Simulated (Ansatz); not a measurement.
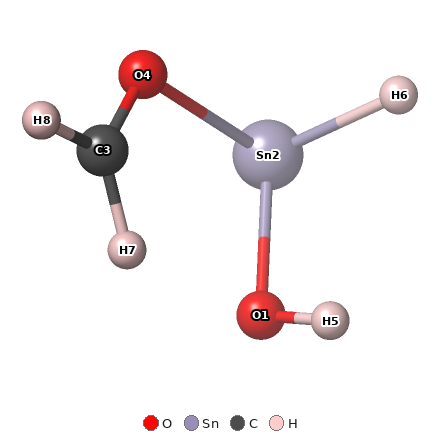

The system is CH₄O₂Sn; the picture shows the reference structure. First axis: bond length O1–Sn2. Second axis: dihedral H5–O1–Sn2–O4. Nothing is relaxed (all other coordinates rigid). The scan uses a 9 × 9 grid. Points are written as (first, second). Energies are in kJ/mol, from the relaxed molecule at the same level. Energies and slopes of some neighbouring points disagree (a jump in structure or state, or too coarse a mesh). The reference is spin-restricted, which grows unreliable where a bond is stretched far. Method: RKS PBE0-D4/def2-SVP in Ansatz.

Its coordinates:

```xyz
8

O    -1.5716    0.2383   -0.4549
Sn   -0.8458    1.2330    1.1799
C     0.9321   -1.1768    0.0587
O     1.0836   -0.2678    0.8454
H    -1.3227    0.6881   -1.2708
H     0.0898    2.4105    0.1883
H    -0.0204   -1.2654   -0.5093
H     1.7471   -1.9169   -0.0928
```

Range: bond length O1–Sn2 from 1.678 to 3.070 Å; dihedral H5–O1–Sn2–O4 from −180 to 140°.

**What landscape does the calculation give?**

The lowest grid point is at (2.026 Å, −100°), 1.1 kJ/mol from the relaxed molecule at the same level. Other grid points that lie below all their neighbours: (2.026 Å, 100°) (2.1 kJ/mol higher). The highest grid point, (1.678 Å, 20°), lies 281 kJ/mol above the lowest.

| dihedral H5–O1–Sn2–O4 ↓, bond length O1–Sn2 → | 1.678 | 1.852 | 2.026 | 2.200 | 2.374 | 2.548 | 2.722 | 2.896 | 3.070 |
| --- | --- | --- | --- | --- | --- | --- | --- | --- | --- |
| 140 | 215 | 50 | 7 | 21 | 58 | 104 | 151 | 195 | 235 |
| 100 | 209 | 45 | 3 | 18 | 56 | 101 | 147 | 191 | 231 |
| 60 | 236 | 71 | 29 | 42 | 77 | 121 | 164 | 206 | 244 |
| 20 | 282 | 119 | 77 | 87 | 119 | 157 | 195 | 232 | 266 |
| −20 | 259 | 96 | 53 | 64 | 98 | 138 | 179 | 218 | 255 |
| −60 | 216 | 52 | 10 | 24 | 61 | 106 | 151 | 194 | 234 |
| −100 | 207 | 43 | 1 | 15 | 53 | 99 | 146 | 190 | 231 |
| −140 | 224 | 58 | 14 | 27 | 64 | 109 | 155 | 199 | 240 |
| −180 | 232 | 64 | 20 | 32 | 68 | 113 | 159 | 203 | 243 |

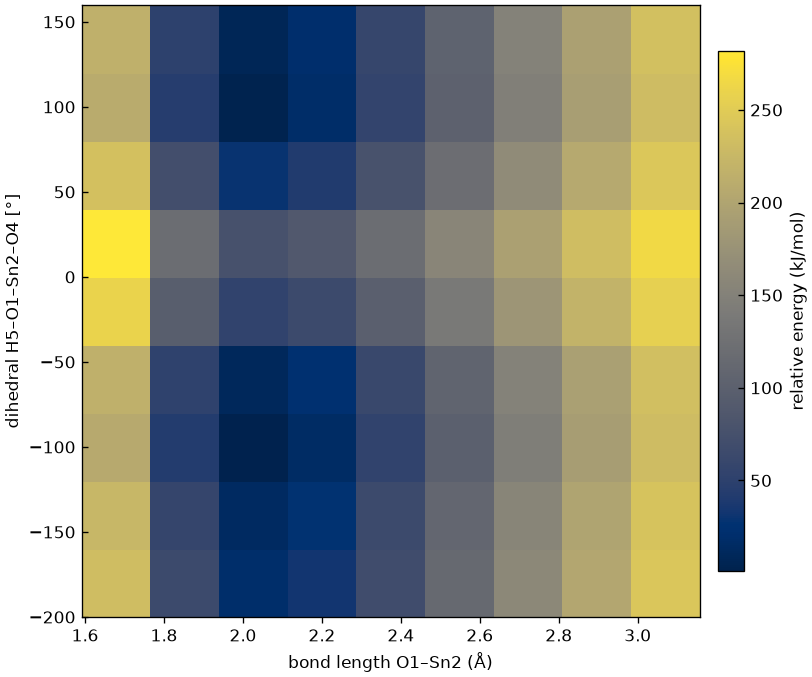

Drawn: one coloured cell a grid point.

The whole map (81 points run) took 11 min on 1 thread of Arm Neoverse V2 (shared host).
